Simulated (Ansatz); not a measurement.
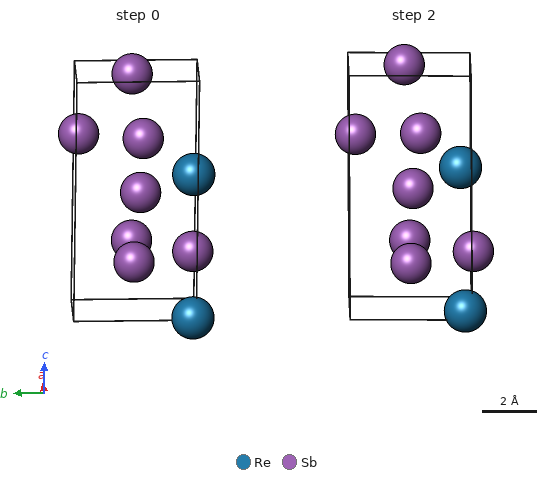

The structure of crystalline ReSb₃ (built on the Cu3Au (L1_2)_221 type) (coarse preliminary run) before (left) and after (right) a relaxation, at one scale.

A spheres-only model of the cell of the calculation, seen from a free direction.

Computed with DFT PBE, scalar-relativistic, plane waves, PAW (Ansatz). (plane-wave cutoff 420 eV; k-point mesh 6 × 6 × 4; occupations gaussian; smearing width 0.1 eV; no spin polarisation; cell and atoms relaxed; force threshold 0.015 eV/Å; at most 120 steps)

Question: Summarise the run.

Answer: The run was cut off at its time limit before the relaxation converged, so the last structure is only a point on the way. After 2 geometry steps the energy has fallen by 109 meV per atom. Largest force component: 0.56 eV/Å at the start, 0.85 eV/Å at the end. Pressure: −1.91 GPa at the start and 3.53 GPa at the end. The atom that moves furthest relative to the cell is a Sb atom (0.33 Å along [−2 −1 −1]). By element the largest moves are Sb 0.33 Å, Re 0.32 Å. Cell: a 4.578 → 4.412 Å (−3.6 %), b 4.555 → 4.540 Å (−0.3 %), c 9.069 → 9.228 Å (+1.7 %), α 90.8° → 88.8°, β 92.1° → 90.0°, γ 91.8° → 92.9°. Volume −2.3 %. Among the contacts that change: Re–Sb 3.355 → 3.972 Å, Re–Sb 3.370 → 3.882 Å, Re–Sb 3.404 → 3.840 Å, Re–Sb 3.519 → 3.133 Å. The space group stays P1 (No. 1). Cost: 8.5 min on 1 thread of Intel(R) Xeon(R) Platinum 8259CL CPU @ 2.50GHz (Skylake/Cascade Lake), with other jobs on the host, peak memory 0.98 GiB.
